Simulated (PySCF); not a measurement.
# C2H5AlFS− (SMILES FC[C]([AlH3-])=S): MP2/6-311+G(d,p)

What is the vertical ionisation energy of C2H5AlFS− at MP2/6-311+G**? 

The calculation is run with PySCF 2.14.0.

### 1 The system as given

The species is C2H5AlFS− (10 atoms), meant as a singlet with charge -1. SMILES: `FC[C]([AlH3-])=S`. The shape comes from GFN2-xTB, which is rough for such elements, and wasn't checked as a minimum. This is one conformer, not always the lowest.

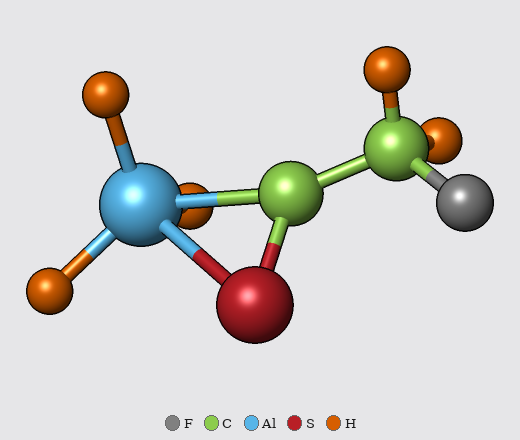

Viewed from a chosen angle; fluorine grey, carbon green, aluminium blue, sulfur red, hydrogen orange.

### 2 The energy at MP2/6-311+G(d,p)

calc.py

```python
from pyscf import gto, scf, mp

molecule = gto.M(
    atom=[
    ('F', (-0.833940, 0.915380, -2.492770)),
    ('C', (-0.636000, 1.120720, -1.122140)),
    ('C', (-0.059380, 0.022100, -0.317030)),
    ('Al', (0.622890, -0.957750, 1.387340)),
    ('S', (0.357680, -1.405410, -1.037300)),
    ('H', (0.017810, 1.999310, -1.046340)),
    ('H', (-1.622860, 1.381580, -0.717090)),
    ('H', (1.762800, 0.151710, 1.626840)),
    ('H', (1.204070, -2.431330, 1.621850)),
    ('H', (-0.813070, -0.796310, 2.096640)),
],
    spin=0,
    max_memory=1860,
    charge=-1,
    verbose=4,
    basis='6-311+g**',
)

mf = scf.RHF(molecule)
mf.conv_tol = 1e-10
mf.kernel()
if not mf.converged:
    mf = mf.newton().run(mf.mo_coeff, mf.mo_occ)

pt = mp.MP2(mf, frozen=13).run()
e_tot = pt.e_tot
print('E = %.10f Eh' % e_tot)
```

The run is started by

```bash
$ OMP_NUM_THREADS=1 python calc.py
```

What it wrote:

```text
PySCF version 2.14.0

[INPUT] num. atoms = 10
[INPUT] num. electrons = 56
[INPUT] charge = -1
[INPUT] spin (= nelec alpha-beta = 2S) = 0
[INPUT] symmetry False subgroup None
[INPUT] Mole.unit = angstrom
[INPUT] Symbol           X                Y                Z      unit          X                Y                Z       unit  Magmom
[INPUT]  1 F     -0.833940000000   0.915380000000  -2.492770000000 AA   -1.575918204320   1.729817499904  -4.710652591532 Bohr   0.0
[INPUT]  2 C     -0.636000000000   1.120720000000  -1.122140000000 AA   -1.201865815223   2.117853862323  -2.120537273419 Bohr   0.0
[INPUT]  3 C     -0.059380000000   0.022100000000  -0.317030000000 AA   -0.112211937277   0.041762947353  -0.599099873271 Bohr   0.0
[INPUT]  4 Al     0.622890000000  -0.957750000000   1.387340000000 AA    1.177091505730  -1.809885195802   2.621692641654 Bohr   0.0
[INPUT]  5 S      0.357680000000  -1.405410000000  -1.037300000000 AA    0.675917240234  -2.655839992725  -1.960212909011 Bohr   0.0
[INPUT]  6 H      0.017810000000   1.999310000000  -1.046340000000 AA    0.033656022279   3.778148338104  -1.977296033177 Bohr   0.0
[INPUT]  7 H     -1.622860000000   1.381580000000  -0.717090000000 AA   -3.066760938512   2.610807819177  -1.355103706664 Bohr   0.0
[INPUT]  8 H      1.762800000000   0.151710000000   1.626840000000 AA    3.331209212383   0.286690350358   3.074282048487 Bohr   0.0
[INPUT]  9 H      1.204070000000  -2.431330000000   1.621850000000 AA    2.275362534805  -4.594547818439   3.064852315126 Bohr   0.0
[INPUT] 10 H     -0.813070000000  -0.796310000000   2.096640000000 AA   -1.536479620100  -1.504807810252   3.962075381808 Bohr   0.0

nuclear repulsion = 262.239443285177
number of shells = 78
number of NR pGTOs = 243
number of NR cGTOs = 156
basis = 6-311+g**
ecp = {}

******** <class 'pyscf.scf.hf.RHF'> ********
method = RHF
initial guess = minao
damping factor = 0
level_shift factor = 0
DIIS = <class 'pyscf.scf.diis.CDIIS'>
diis_start_cycle = 1
diis_space = 8
diis_damp = 0
SCF conv_tol = 1e-10
SCF conv_tol_grad = None
SCF max_cycles = 50
direct_scf = True
direct_scf_tol = 1e-13
Set gradient conv threshold to 1e-05
Initial guess from minao.
init E= -817.853346710851
  HOMO = -0.174278834510176  LUMO = -0.0410153944214588  gap/eV = 3.62628
cycle= 1 E= -817.424124834972  delta_E= 0.429  |g|= 0.632  |ddm|=  4.1
  HOMO = -0.120027082068594  LUMO = 0.152489445709521  gap/eV = 7.41555
cycle= 2 E= -817.499617328551  delta_E= -0.0755  |g|= 0.438  |ddm|= 2.22
  HOMO = -0.126731889630808  LUMO = 0.167179574458592  gap/eV = 7.99774
cycle= 3 E= -817.539202037797  delta_E= -0.0396  |g|= 0.0711  |ddm|= 1.42
  HOMO = -0.137872921493278  LUMO = 0.167531450593081  gap/eV = 8.31048
cycle= 4 E= -817.541458933698  delta_E= -0.00226  |g|= 0.0233  |ddm|= 0.337
  HOMO = -0.136892855812985  LUMO = 0.167632425281738  gap/eV = 8.28655
cycle= 5 E= -817.541698687015  delta_E= -0.00024  |g|= 0.00709  |ddm|= 0.19
  HOMO = -0.136986626943538  LUMO = 0.167416384347047  gap/eV = 8.28323
cycle= 6 E= -817.5417299209  delta_E= -3.12e-05  |g|= 0.00238  |ddm|= 0.0491
  HOMO = -0.136918645848634  LUMO = 0.167430728716739  gap/eV = 8.28177
cycle= 7 E= -817.541735287683  delta_E= -5.37e-06  |g|= 0.00113  |ddm|= 0.0347
  HOMO = -0.136935863102803  LUMO = 0.167416739483898  gap/eV = 8.28186
cycle= 8 E= -817.541736145286  delta_E= -8.58e-07  |g|= 0.00034  |ddm|= 0.00679
  HOMO = -0.136944578356221  LUMO = 0.167411913558829  gap/eV = 8.28196
cycle= 9 E= -817.541736275891  delta_E= -1.31e-07  |g|= 0.000116  |ddm|= 0.00214
  HOMO = -0.136929020004563  LUMO = 0.167408523583233  gap/eV = 8.28145
cycle= 10 E= -817.541736292488  delta_E= -1.66e-08  |g|= 4.55e-05  |ddm|= 0.00126
  HOMO = -0.136932249547702  LUMO = 0.1674078387471  gap/eV = 8.28152
cycle= 11 E= -817.541736295428  delta_E= -2.94e-09  |g|= 1.62e-05  |ddm|= 0.000646
  HOMO = -0.136929760824782  LUMO = 0.167407348951003  gap/eV = 8.28143
cycle= 12 E= -817.541736295862  delta_E= -4.35e-10  |g|= 7.37e-06  |ddm|= 0.000175
  HOMO = -0.136930265341936  LUMO = 0.167407230752033  gap/eV = 8.28145
cycle= 13 E= -817.541736295958  delta_E= -9.6e-11  |g|= 4.35e-06  |ddm|= 7.85e-05
  HOMO = -0.136930261038671  LUMO = 0.167407294819417  gap/eV = 8.28145
Extra cycle  E= -817.541736295985  delta_E= -2.66e-11  |g|= 3.18e-06  |ddm|= 2.81e-05
converged SCF energy = -817.541736295985

******** <class 'pyscf.mp.mp2.RMP2'> ********
nocc = 15, nmo = 143
frozen orbitals 13
E(RMP2) = -818.254488187165  E_corr = -0.712751891180433
E(SCS-RMP2) = -818.247778499116  E_corr = -0.706042203131073
E_corr(same-spin) = -0.172223153406285
E_corr(oppo-spin) = -0.540528737774148
E = -818.2544881872 Eh
```

It took 13 s on 1 thread of Arm Neoverse V1, shared host; peak memory 0.88 GiB.

### 3 Doublet neutral C2H5AlFS at the same level

input.py

```python
from pyscf import gto, scf, mp

mol = gto.Mole()
mol.atom = [
    ('F', (-0.833940, 0.915380, -2.492770)),
    ('C', (-0.636000, 1.120720, -1.122140)),
    ('C', (-0.059380, 0.022100, -0.317030)),
    ('Al', (0.622890, -0.957750, 1.387340)),
    ('S', (0.357680, -1.405410, -1.037300)),
    ('H', (0.017810, 1.999310, -1.046340)),
    ('H', (-1.622860, 1.381580, -0.717090)),
    ('H', (1.762800, 0.151710, 1.626840)),
    ('H', (1.204070, -2.431330, 1.621850)),
    ('H', (-0.813070, -0.796310, 2.096640)),
]
mol.verbose = 4
mol.basis = '6-311+g**'
mol.spin = 1
mol.max_memory = 1860
mol.build()

mf = scf.UHF(mol)
mf.conv_tol = 1e-10
mf.kernel()
if not mf.converged:
    mf = mf.newton().run(mf.mo_coeff, mf.mo_occ)

pt = mp.MP2(mf, frozen=13).run()
etot = pt.e_tot
print('Final energy', etot)
```

The run is started by

```bash
$ OMP_NUM_THREADS=1 python input.py
```

What it wrote:

```text
PySCF version 2.14.0

[... 146 lines left out ...]
converged SCF energy = -817.443761585349  <S^2> = 0.78334623  2S+1 = 2.0330728
[... 1 line left out ...]
******** <class 'pyscf.mp.ump2.UMP2'> ********
nocc = (np.int64(15), np.int64(14)), nmo = (143, 143)
frozen orbitals 13
E(UMP2) = -818.144198397579  E_corr = -0.700436812229571
E(SCS-UMP2) = -818.136148988303  E_corr = -0.692387402954462
E_corr(same-spin) = -0.170927044293489
E_corr(oppo-spin) = -0.529509767936082
Final energy -818.1441983975785
```

Run time: 54 s. Hardware: 1 thread of Arm Neoverse V1, shared host; peak memory 1.3 GiB.

### 4 What came out

Level: MP2/6-311+G**, 13 core orbitals frozen.

| quantity | value |
| --- | --- |
| singlet C2H5AlFS−: total energy | -818.25449 Eh |
| singlet C2H5AlFS−: HOMO energy (Hartree–Fock orbitals) | -3.73 eV |
| singlet C2H5AlFS−: LUMO energy (Hartree–Fock orbitals) | 4.56 eV |
| singlet C2H5AlFS−: HOMO–LUMO gap (to an unbound level, set by the basis) | 8.28 eV |
| singlet C2H5AlFS−: correlation energy (13 core orbitals frozen) | -712.8 mEh |
| doublet neutral C2H5AlFS: total energy | -818.14420 Eh |
| doublet neutral C2H5AlFS: dipole moment (Hartree–Fock density) | 3.63 D |
| doublet neutral C2H5AlFS: HOMO energy (Hartree–Fock orbitals) (highest over α and β) | -10.35 eV |
| doublet neutral C2H5AlFS: LUMO energy (Hartree–Fock orbitals) (lowest over α and β) | -1.59 eV |
| doublet neutral C2H5AlFS: correlation energy (13 core orbitals frozen) | -700.4 mEh |
| doublet neutral C2H5AlFS: ⟨S²⟩ of the reference determinant | 0.783 |
| vertical detachment energy (to the doublet neutral) | 3.001 eV |

In words: The vertical ionisation energy comes to 3.00 eV (69 kcal/mol). Mulliken charges (doublet neutral C2H5AlFS) of the mean-field density run from -0.65 on C2 to +0.65 on Al4; in a basis this large or diffuse they mean little.
